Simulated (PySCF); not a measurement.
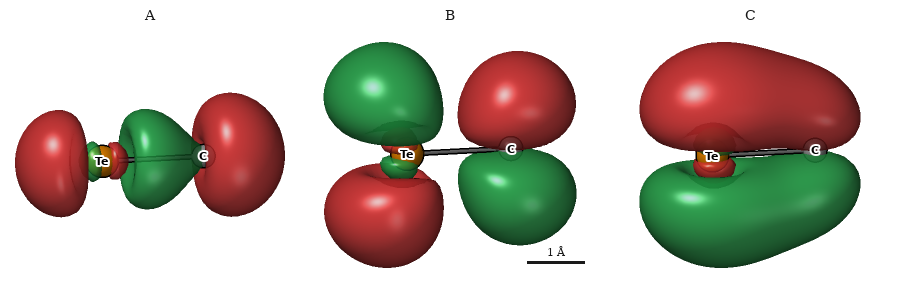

*TeC. Three frontier orbitals, each drawn at the value that holds 80 % of its norm (green and red are the two phases), in no order; of a degenerate pair one member is drawn.*

Core potentials replace the inner electrons of Te.

Level of theory: PBE0/def2-TZVPP, non-relativistic Hamiltonian with scalar-relativistic core potentials where named, at a bond length of 1.887 Å (PySCF 2.14.0).

Question: Name the orbitals and rank them from lowest to highest energy.

Answer: Orbital C: π, occupied, −8.28 eV; bonding, with no node between the atoms.
Orbital A: σ, occupied, −7.95 eV; shared between the atoms (Te 35 %, C 65 %).
Orbital B: π, empty, −2.81 eV; antibonding, with a node between the atoms.
